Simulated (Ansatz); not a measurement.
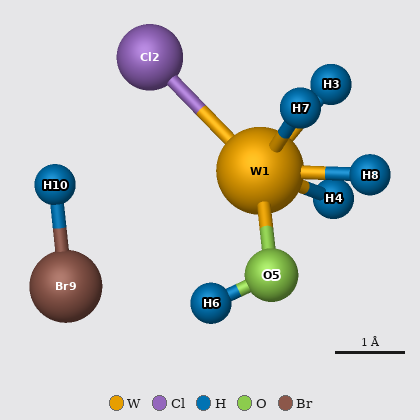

Fig. 1: The starting structure (ball-and-stick view, seen at a tilt; atoms are numbered from 1 in the order of the input). Sticks mark near contacts.

# WH₆BrClO: geometry relaxation (part 1 of 2)

System: WH₆BrClO.
Method: RKS PBE0-D4/def2-SVP (Ansatz 0.2.0).

It belongs to a series of runs on one base structure; here: end point A relaxed. Figures and captions count atoms from 1; the log counts them from 0 in places.

## Output
```
The last accepted step is kept in [file] (removed where the run ends without a failure and the disk answers)
Engine: ansatz 0.2.0, aarch64-unknown-linux-gnu
Functional definition: PBE0
  parameter a = 0.25
  parameter kappa = 0.804
  parameter beta = 0.06672455060314922
  exchange = (1 - a)*pbe_x(kappa = kappa, mu = beta*pi^2/3) + a*exact_x
  correlation = pbe_c(beta = beta)
1322 factors; integrals over basis functions are off by at most 3.3e-4 eV
mean field evaluation 1: about -86505.5298 eV, gradient 5.1e1 eV
mean field evaluation 2: about -86475.0121 eV, gradient 1.4e2 eV
mean field evaluation 4: about -86510.4720 eV, gradient 7.0e0 eV
mean field evaluation 8: about -86510.6449 eV, gradient 6.0e-1 eV
mean field evaluation 16: about -86510.6459 eV, gradient 9.7e-5 eV
mean field -86510.64588527 eV, -3179.2075972618 hartree, gradient 4.0e-5 eV, S^2 0.000000; 0 other end points of the search recorded, 0 dependent functions left out
the calculation of the forces begins
reference -86510.64593144 eV, -3179.2075989585 hartree; 40, 40 occupied and 86, 86 virtual orbitals, 1322 factors
relax step   1: F+E_penalty+E_count = -86510.86539640 eV  Δ(F+E_penalty+E_count) = +0.000e0 eV  max|allowed force component| = 1.346e0 eV/Å  Δτ_max = 0.0000 Å  (31 SCF iters, accepted)
these checks for a lower state are left out or cut short: starts, cluster_reference, orbital_swaps, neighbouring_geometries, increment
1322 factors; integrals over basis functions are off by at most 3.8e-4 eV
mean field -86510.76425731 eV, -3179.2119473539 hartree, gradient 9.1e-6 eV, S^2 0.000000; 0 other end points of the search recorded, 0 dependent functions left out
the calculation of the forces begins
reference -86510.76430326 eV, -3179.2119490425 hartree; 40, 40 occupied and 86, 86 virtual orbitals, 1322 factors
relax step   2: F+E_penalty+E_count = -86510.99276129 eV  Δ(F+E_penalty+E_count) = -1.274e-1 eV  max|allowed force component| = 4.234e-1 eV/Å  Δτ_max = 0.1945 Å  (35 SCF iters, accepted)
these checks for a lower state are left out or cut short: starts, cluster_reference, orbital_swaps, neighbouring_geometries, increment
1322 factors; integrals over basis functions are off by at most 3.7e-4 eV
mean field evaluation 32: about -86510.8244 eV, gradient 2.5e-5 eV
mean field -86510.82443724 eV, -3179.2141589258 hartree, gradient 2.6e-5 eV, S^2 0.000000; 0 other end points of the search recorded, 0 dependent functions left out
the calculation of the forces begins
reference -86510.82448292 eV, -3179.2141606042 hartree; 40, 40 occupied and 86, 86 virtual orbitals, 1322 factors
relax step   3: F+E_penalty+E_count = -86511.06011850 eV  Δ(F+E_penalty+E_count) = -6.736e-2 eV  max|allowed force component| = 2.816e-1 eV/Å  Δτ_max = 0.1945 Å  (34 SCF iters, accepted)
these checks for a lower state are left out or cut short: starts, cluster_reference, orbital_swaps, neighbouring_geometries, increment
1322 factors; integrals over basis functions are off by at most 3.7e-4 eV
mean field -86510.87426411 eV, -3179.2159900292 hartree, gradient 1.3e-5 eV, S^2 0.000000; 0 other end points of the search recorded, 0 dependent functions left out
the calculation of the forces begins
reference -86510.87430985 eV, -3179.2159917102 hartree; 40, 40 occupied and 86, 86 virtual orbitals, 1322 factors
relax step   4: F+E_penalty+E_count = -86511.11550915 eV  Δ(F+E_penalty+E_count) = -5.539e-2 eV  max|allowed force component| = 1.399e-1 eV/Å  Δτ_max = 0.1941 Å  (35 SCF iters, accepted)
these checks for a lower state are left out or cut short: starts, cluster_reference, orbital_swaps, neighbouring_geometries, increment
1322 factors; integrals over basis functions are off by at most 3.9e-4 eV
mean field -86510.86618876 eV, -3179.2156932657 hartree, gradient 2.6e-5 eV, S^2 0.000000; 0 other end points of the search recorded, 0 dependent functions left out
the calculation of the forces begins
reference -86510.86623464 eV, -3179.2156949517 hartree; 40, 40 occupied and 86, 86 virtual orbitals, 1322 factors
relax step   5: F+E_penalty+E_count = -86511.09980061 eV  Δ(F+E_penalty+E_count) = +1.571e-2 eV  max|allowed force component| = 2.638e-1 eV/Å  Δτ_max = 0.1940 Å  (35 SCF iters, rejected (line search))
these checks for a lower state are left out or cut short: starts, cluster_reference, orbital_swaps, neighbouring_geometries, increment
1322 factors; integrals over basis functions are off by at most 3.8e-4 eV
mean field -86510.88211016 eV, -3179.2162783663 hartree, gradient 1.5e-5 eV, S^2 0.000000; 0 other end points of the search recorded, 0 dependent functions left out
the calculation of the forces begins
reference -86510.88215594 eV, -3179.2162800488 hartree; 40, 40 occupied and 86, 86 virtual orbitals, 1322 factors
relax step   6: F+E_penalty+E_count = -86511.12520129 eV  Δ(F+E_penalty+E_count) = -9.692e-3 eV  max|allowed force component| = 1.112e-1 eV/Å  Δτ_max = 0.0877 Å  (35 SCF iters, accepted)
these checks for a lower state are left out or cut short: starts, cluster_reference, orbital_swaps, neighbouring_geometries, increment
1322 factors; integrals over basis functions are off by at most 4.1e-4 eV
mean field -86510.88237387 eV, -3179.2162880575 hartree, gradient 1.2e-5 eV, S^2 0.000000; 0 other end points of the search recorded, 0 dependent functions left out
the calculation of the forces begins
reference -86510.88241977 eV, -3179.2162897443 hartree; 40, 40 occupied and 86, 86 virtual orbitals, 1322 factors
relax step   7: F+E_penalty+E_count = -86511.11935991 eV  Δ(F+E_penalty+E_count) = +5.841e-3 eV  max|allowed force component| = 2.788e-1 eV/Å  Δτ_max = 0.0712 Å  (34 SCF iters, rejected (line search))
these checks for a lower state are left out or cut short: starts, cluster_reference, orbital_swaps, neighbouring_geometries, increment
1322 factors; integrals over basis functions are off by at most 4.1e-4 eV
mean field evaluation 64: about -86510.8846 eV, gradient 2.2e-1 eV
mean field -86510.88477963 eV, -3179.2163764674 hartree, gradient 8.8e-6 eV, S^2 0.000000; 0 other end points of the search recorded, 0 dependent functions left out
the calculation of the forces begins
reference -86510.88482550 eV, -3179.2163781532 hartree; 40, 40 occupied and 86, 86 virtual orbitals, 1322 factors
relax step   8: F+E_penalty+E_count = -86511.12795643 eV  Δ(F+E_penalty+E_count) = -2.755e-3 eV  max|allowed force component| = 8.193e-2 eV/Å  Δτ_max = 0.0284 Å  (35 SCF iters, accepted)
these checks for a lower state are left out or cut short: starts, cluster_reference, orbital_swaps, neighbouring_geometries, increment
1322 factors; integrals over basis functions are off by at most 4.1e-4 eV
mean field -86510.88561358 eV, -3179.2164071145 hartree, gradient 1.7e-5 eV, S^2 0.000000; 0 other end points of the search recorded, 0 dependent functions left out
the calculation of the forces begins
reference -86510.88565946 eV, -3179.2164088008 hartree; 40, 40 occupied and 86, 86 virtual orbitals, 1322 factors
relax step   9: F+E_penalty+E_count = -86511.12918619 eV  Δ(F+E_penalty+E_count) = -1.230e-3 eV  max|allowed force component| = 3.831e-2 eV/Å  Δτ_max = 0.0254 Å  (36 SCF iters, accepted)
these checks for a lower state are left out or cut short: starts, cluster_reference, orbital_swaps, neighbouring_geometries, increment
1322 factors; integrals over basis functions are off by at most 4.3e-4 eV
mean field -86510.88303700 eV, -3179.2163124272 hartree, gradient 1.5e-5 eV, S^2 0.000000; 0 other end points of the search recorded, 0 dependent functions left out
the calculation of the forces begins
reference -86510.88308283 eV, -3179.2163141112 hartree; 40, 40 occupied and 86, 86 virtual orbitals, 1322 factors
relax step  10: F+E_penalty+E_count = -86511.12692028 eV  Δ(F+E_penalty+E_count) = +2.266e-3 eV  max|allowed force component| = 1.394e-1 eV/Å  Δτ_max = 0.0253 Å  (36 SCF iters, rejected (line search))
these checks for a lower state are left out or cut short: starts, cluster_reference, orbital_swaps, neighbouring_geometries, increment
1322 factors; integrals over basis functions are off by at most 4.1e-4 eV
mean field -86510.88590227 eV, -3179.2164177240 hartree, gradient 1.7e-5 eV, S^2 0.000000; 0 other end points of the search recorded, 0 dependent functions left out
the calculation of the forces begins
reference -86510.88594813 eV, -3179.2164194091 hartree; 40, 40 occupied and 86, 86 virtual orbitals, 1322 factors
relax step  11: F+E_penalty+E_count = -86511.12958624 eV  Δ(F+E_penalty+E_count) = -4.001e-4 eV  max|allowed force component| = 2.961e-2 eV/Å  Δτ_max = 0.0097 Å  (36 SCF iters, accepted)
1322 factors; integrals over basis functions are off by at most 4.1e-4 eV
mean field evaluation 96: about -86510.7792 eV, gradient 4.6e0 eV
```

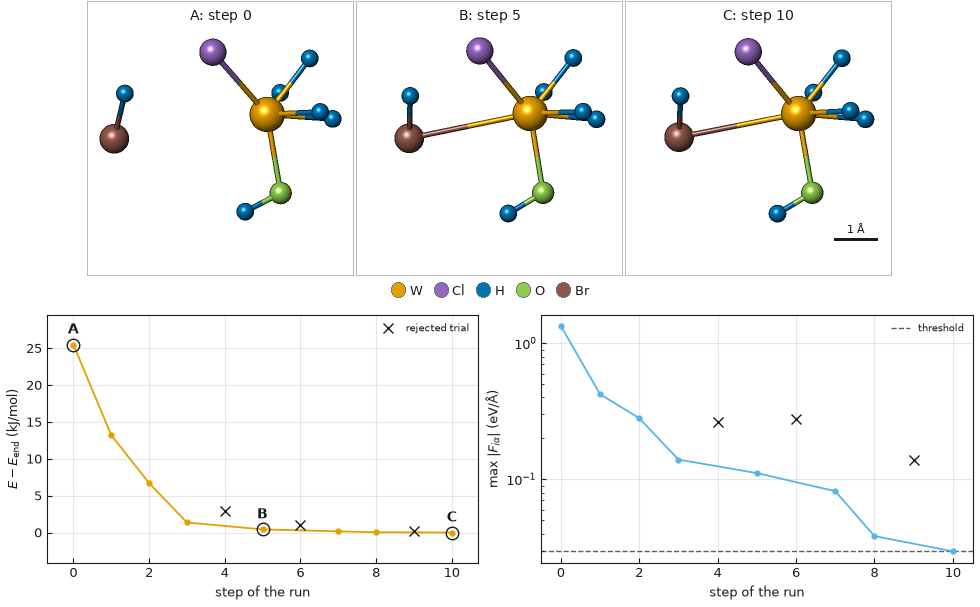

Fig. 2: Frames of the relaxation (ball-and-stick view, seen at a tilt) above the curves, on which the letters mark them (the first geometry is step 0 here and step 1 in the log).

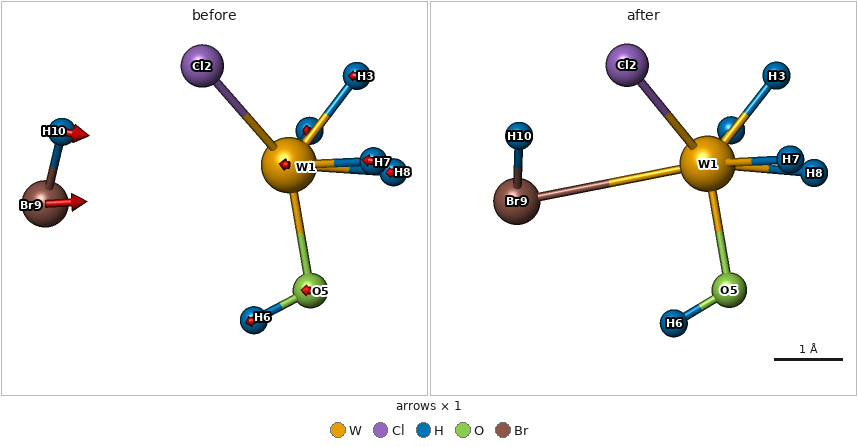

Fig. 3: Before (left) and after (right) the relaxation, at one scale (ball-and-stick view, seen at a tilt). The red arrows give the displacements, at true length. Br9 moves most after the best rigid fit: 0.64 Å. Largest moves by element: Br 0.64 Å, H 0.43 Å, W 0.17 Å, O 0.16 Å, Cl 0.07 Å. Distances before and after: W1–Br9 3.762 → 2.979 Å, Br9–H10 1.501 → 1.461 Å, W1–H4 1.671 → 1.684 Å, W1–H7 1.651 → 1.660 Å. Among the angles that change: Cl2–W1–H7 91.5° → 86.9°, W1–O5–H6 106.3° → 110.7°, Cl2–W1–H8 137.5° → 134.0°. Over 10 geometry steps the energy falls by 25.5 kJ/mol. Largest force component: 1.3 eV/Å at the start, 0.03 eV/Å at the end. The line search rejected the trial steps at points 4, 6, 9 (counted from 0) and went back. (Atoms are counted from 1 in the order of the input.)

```
mean field -86510.88590227 eV, -3179.2164177240 hartree, gradient 1.7e-5 eV, S^2 0.000000; 1 other end points of the search recorded, 0 dependent functions left out
the calculation of the forces begins
reference -86510.88594813 eV, -3179.2164194091 hartree; 40, 40 occupied and 86, 86 virtual orbitals, 1322 factors
Total energy: -86511.12963209 eV, -3179.2253746297 hartree
Atom 0 at     0.086421     0.085473     0.289771 Å, force    -0.002865     0.000307    -0.029608 eV/Å
Atom 1 at     1.505634    -0.592126     2.066766 Å, force     0.001662     0.006256     0.003000 eV/Å
Atom 2 at     1.045751    -1.022123    -0.500438 Å, force     0.001187    -0.000811     0.006299 eV/Å
Atom 3 at     0.772420     0.762223    -1.091132 Å, force    -0.001443     0.000216     0.011624 eV/Å
Atom 4 at    -1.760841     0.535195     0.119392 Å, force     0.003478    -0.006690    -0.005018 eV/Å
Atom 5 at    -2.031674     1.147987     0.823009 Å, force     0.002738     0.001544     0.004398 eV/Å
Atom 6 at    -0.404069    -1.497852     0.199117 Å, force    -0.003414     0.002182     0.003687 eV/Å
Atom 7 at    -0.383590    -0.610509    -1.129193 Å, force    -0.003689     0.002240     0.002855 eV/Å
Atom 8 at     0.462512     2.609661     1.825983 Å, force    -0.003343     0.001181     0.000116 eV/Å
Atom 9 at     1.156634     1.524971     2.516625 Å, force     0.005689    -0.006425     0.002646 eV/Å
Dipole moment:    -0.103287     0.625086     0.474300 e Å
```

## Trajectory as extended XYZ (Å, eV, eV/Å), 11 frames, from step=1 to step=11
```
10
Properties=species:S:1:pos:R:3:forces:R:3 step=1 energy=-86510.86540
W     0.0118   -0.0548    0.2288    0.6041  -0.3090   0.1573
Cl    1.4844   -0.6094    2.0039   -0.3241   0.2090  -0.2914
H     0.9989   -1.1309   -0.5775    0.0309   0.1255   0.1250
H     0.7205    0.6425   -1.1147    0.0556   0.0347  -0.0552
O    -1.7983    0.4706   -0.0200    0.0598   0.1097   0.2592
H    -2.0319    1.0179    0.7513   -0.2342   0.1095  -0.0434
H    -0.4818   -1.6245    0.0895   -0.0262  -0.0193  -0.0236
H    -0.3983   -0.6662   -1.2472   -0.0853   0.0235   0.0382
Br    0.6013    3.0548    2.2616    0.6175  -1.3458   0.3143
H     1.3426    1.8428    2.7443   -0.6981   1.0623  -0.4805
10
Properties=species:S:1:pos:R:3:forces:R:3 step=2 energy=-86510.99276
W     0.0391   -0.0367    0.2424   -0.1928   0.4234   0.1145
Cl    1.4643   -0.5430    2.0134    0.1378  -0.1787   0.0879
H     1.0494   -1.0957   -0.5374   -0.0001  -0.1249  -0.1126
H     0.7434    0.6539   -1.1146    0.0016   0.0103   0.0119
O    -1.7810    0.4959    0.0323    0.0844   0.0887   0.1773
H    -2.0374    1.0710    0.7773   -0.0406  -0.0379  -0.0982
H    -0.4704   -1.6052    0.0927    0.0342   0.0195   0.0313
H    -0.4212   -0.6512   -1.2187    0.0941  -0.0757  -0.0523
Br    0.5606    2.8910    2.1648   -0.0388  -0.2046  -0.1135
H     1.3022    1.7628    2.6678   -0.0798   0.0799  -0.0462
```
